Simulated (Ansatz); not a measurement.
## Electronic structure of H7OSi3···SiH4···H2O···F in real space

The calculation's input:

```
crystal:
  periodic: [false, false, false]
  atoms:
    - {symbol: Si, position_ang: [-0.648789, 0.099231, -0.249184]}
    - {symbol: Si, position_ang: [1.584169, -0.598329, 0.880191]}
    - {symbol: Si, position_ang: [-1.865088, 1.520519, 1.156801]}
    - {symbol: Si, position_ang: [-1.275563, -2.174508, -0.076368]}
    - {symbol: O, position_ang: [-0.713549, 0.292592, -1.879666]}
    - {symbol: H, position_ang: [2.130460, 1.321577, -1.337216]}
    - {symbol: O, position_ang: [2.667701, 0.524355, -1.471204]}
    - {symbol: H, position_ang: [0.879278, 0.790706, 0.172171]}
    - {symbol: F, position_ang: [0.613409, 1.990010, -0.415383]}
    - {symbol: H, position_ang: [0.835014, -1.015511, 2.097878]}
    - {symbol: H, position_ang: [1.893078, -1.781653, 0.052216]}
    - {symbol: H, position_ang: [2.775190, 0.180313, 1.289460]}
    - {symbol: H, position_ang: [-2.299869, 2.699527, 0.366884]}
    - {symbol: H, position_ang: [-1.007525, 1.940155, 2.293372]}
    - {symbol: H, position_ang: [-3.064318, 0.819344, 1.693133]}
    - {symbol: H, position_ang: [-1.217059, -2.659458, 1.326832]}
    - {symbol: H, position_ang: [-0.439730, -3.047887, -0.940462]}
    - {symbol: H, position_ang: [-2.689301, -2.235403, -0.540481]}
    - {symbol: H, position_ang: [-0.501406, 1.198523, -2.130575]}
    - {symbol: H, position_ang: [2.343899, 0.135798, -2.288200]}
basis:
  gaussian: {orbitals: def2-TZVPP}
hamiltonian: {xc: pbe0, dispersion: d4}
output: {orbitals: {seedname: orbitals}}
```

Run with:

```sh
ansatz run in.yaml --threads 4 --pin off --events-out ev --progress --plain --max-ram 63488MiB --backend cuda --devices 0, --max-vram 37GiB
```

A transition-state structure; geometry: PBE0-D4/def2-TZVP.

The calculation used RKS PBE0-D4/def2-TZVPP in Ansatz.

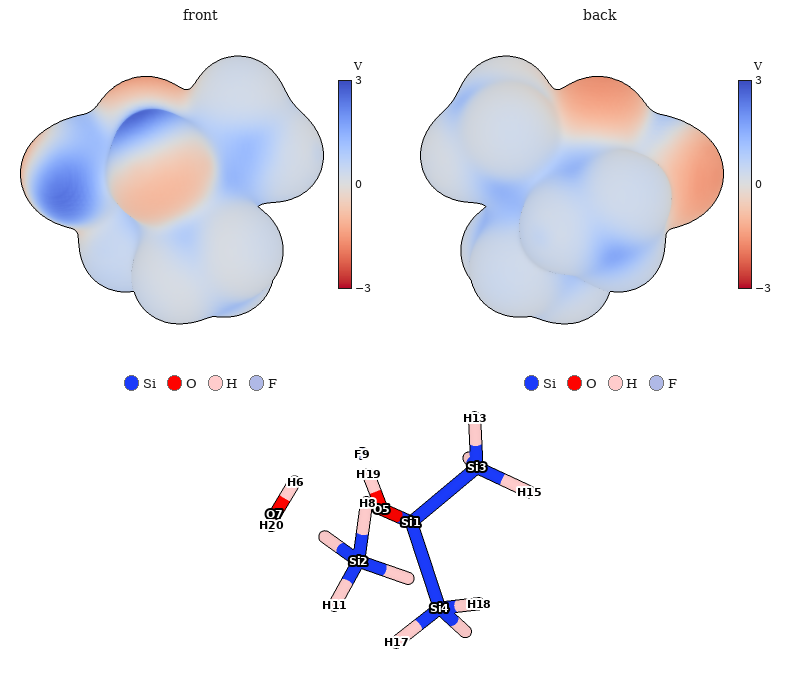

Figure 1. The molecular electrostatic potential painted on the density surface at 0.002 e/bohr³, seen from the front and from behind; the colour scale runs from red (negative) to blue (positive). The bare structure is drawn below in the same view.

Q: Describe the electrostatic potential map.

A: The most negative region (about −1.5 V, or −35 kcal/mol for a unit charge) lies over O7 and F9, the most positive (about +2.4 V, or +55 kcal/mol for a unit charge) over H19 and H20.

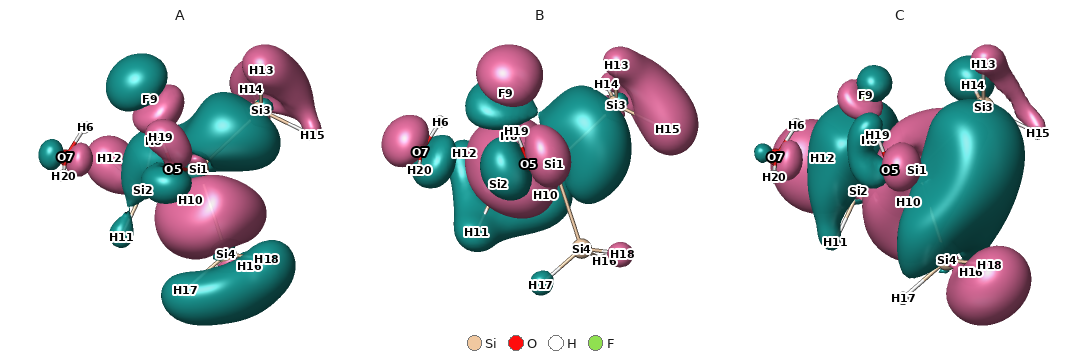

Figure 2. Three frontier orbitals at ±0.06 Å⁻³ᐟ² (teal and pink are the two phases), in no order.

Q: Order the three orbitals by energy and name them.

A: B is the HOMO−1 (−8.21 eV). Its weight (Hirshfeld) is mainly on F9 (about 20 %), Si1 (about 15 %), Si2 (about 15 %), Si3 (about 15 %), O5 (about 10 %) and H8 (about 5 %). A is the HOMO (−7.65 eV). It lies mainly on Si4 (about 25 %), Si1 (about 25 %), F9 (about 15 %) and Si3 (about 15 %). C is the LUMO (−1.41 eV). By Hirshfeld shares it lies mainly on Si1 (about 30 %), Si2 (about 15 %), Si4 (about 15 %), Si3 (about 10 %), H8 (about 5 %) and H12 (about 5 %).

Q: What is the HOMO–LUMO gap?

A: 6.24 eV between the orbital energies.

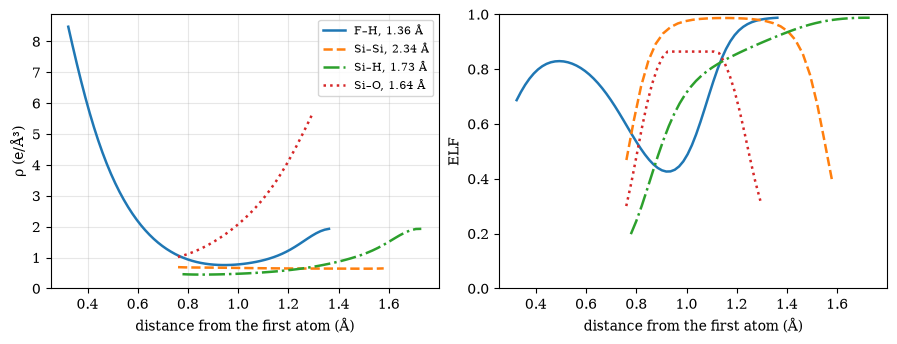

Figure 3. Total electron density and ELF along straight lines between neighbouring atoms. The curves leave out the atomic cores.

Q: Compare the contacts.

A: F9···H8 (1.36 Å): the density falls to about 0.76 e/Å³ on the way; the ELF climbs to about 0.95 towards the hydrogen, as it does in any bond to H.
Si–Si (2.34 Å): ρ at the midpoint is about 0.65 e/Å³; the ELF peaks at about 1 between the atoms: a covalent bond.
Si1···H8 (1.73 Å): the density falls to about 0.45 e/Å³ on the way; the ELF climbs to about 1 towards the hydrogen.
Si–O (1.64 Å): ρ at the midpoint is about 1.2 e/Å³; the ELF peaks at about 0.85 between the atoms, as expected for a shared but strongly polarised pair.
